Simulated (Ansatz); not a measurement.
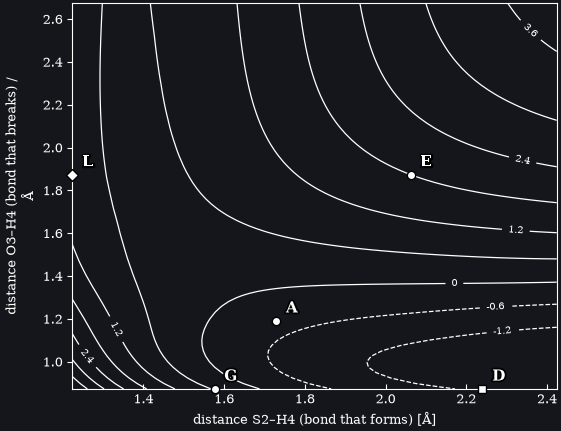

The reacting system GaH₃OS (fragments GaH₃OS where the first distance is long, GaHO + H₂S where the second is long). Coordinates scanned: (1) distance S2–H4 (bond that forms); (2) distance O3–H4 (bond that breaks). Relaxed at each point: all other coordinates. The scan uses a 9 × 9 grid. Points are written as (first, second). All energies are given in eV relative to a guessed transition structure relaxed with its forming and breaking bonds held. The reference is spin-restricted, so regions where a bond is pulled apart into radicals lie too high. All numbers below come from RKS PBE0-D4/def2-SVP in Ansatz.

Drawn: contour lines labelled in eV, lettered points. Between grid points the surface is interpolated.

Is D the lowest point of the computed grid?

Answer. No. D lies 0.47 eV above the lowest grid point, which is at (2.424 Å, 1.007 Å).

Rank the lettered points by energy, lowest first.

Answer. D (−1.29 eV), A (−0.38 eV), G (0.55 eV), L (0.92 eV), E (1.80 eV).

What kind of point is each of A, E: minimum, saddle, maximum or slope?

Answer. A: on a slope; E: on a slope. (In these two coordinates alone; a stationary point may lie a little off the grid point.)
